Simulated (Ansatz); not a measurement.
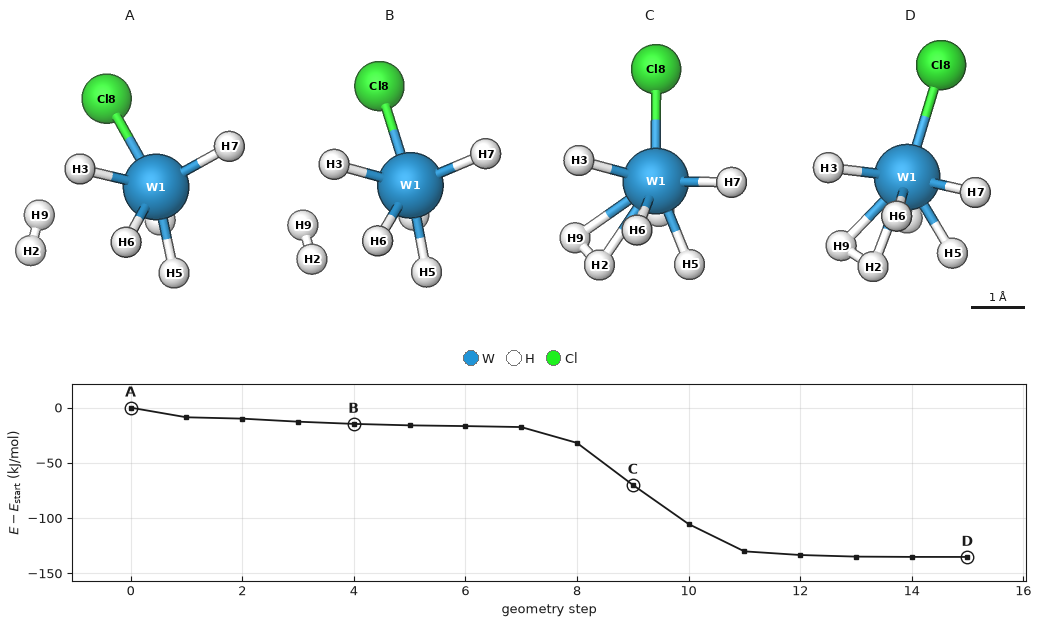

Frames of a relaxation of WH₇Cl, marked on the history of the run. Style: ball-and-stick. Shown at a tilt.

The run prepares an end point of a later path (reaction) calculation, from a guessed geometry.

Computed with RKS B3LYP-D4/def2-SVP (Ansatz 0.2.0).

Input
```yaml
crystal:
  periodic: [false, false, false]
  atoms:
    - { symbol: W, position_ang: [0.236246, 0.245932, -0.399764] }
    - { symbol: H, position_ang: [0.177197, 0.200939, 2.516153] }
    - { symbol: H, position_ang: [1.411149, -0.631107, 0.39418] }
    - { symbol: H, position_ang: [-0.663921, 1.407203, 0.386366] }
    - { symbol: H, position_ang: [-1.359593, -0.122987, 0.037002] }
    - { symbol: H, position_ang: [-0.111861, -1.35565, 0.034075] }
    - { symbol: H, position_ang: [0.319008, 0.326656, -2.116257] }
    - { symbol: Cl, position_ang: [1.839324, 1.873993, 0.252286] }
    - { symbol: H, position_ang: [0.633551, 0.63962, 2.170059] }
basis:
  gaussian: { orbitals: def2-SVP }
hamiltonian:
  xc: b3lyp
  dispersion: d4
relax:
  f_tol: 0.03
  max_steps: 50
```

Launched with:
```bash
ansatz run input.yaml --threads 1 --pin off --max-ram 2048MiB --backend cpu --events-out ev --progress --plain --runs-dir out
```

> Describe the path.

The energy falls by 135.1 kJ/mol in 15 geometry steps. The largest force component goes from 1.1 to 0.012 eV/Å. The largest move after the best rigid fit is that of H2, 1.53 Å. By element the largest moves are H 1.53 Å, Cl 1.30 Å, W 0.74 Å. Near-neighbour distances that change, for instance: W1–H2 2.917 → 1.851 Å, W1–H9 2.630 → 1.841 Å, H2–H9 0.721 → 0.881 Å, W1–Cl8 2.376 → 2.298 Å. New bonds form, among them: W1–H2 (2.92 → 1.85 Å), W1–H9 (2.63 → 1.84 Å). Among the angles between lasting bonds that change: H5–W1–H7 108.2° → 58.8°, H3–W1–Cl8 75.8° → 104.2°, H5–W1–H6 62.3° → 74.3°. From step 0 to 4: H2 moves most (0.56 Å), energy −14.7 kJ/mol. From step 4 to 9: H2 moves most (0.64 Å), energy −55.1 kJ/mol. From step 9 to 15: Cl8 moves most (0.52 Å), energy −65.2 kJ/mol.

Limits of the set-up: the start holds two separate molecules, 2.3 Å apart at their closest, whose relative position is a soft coordinate.
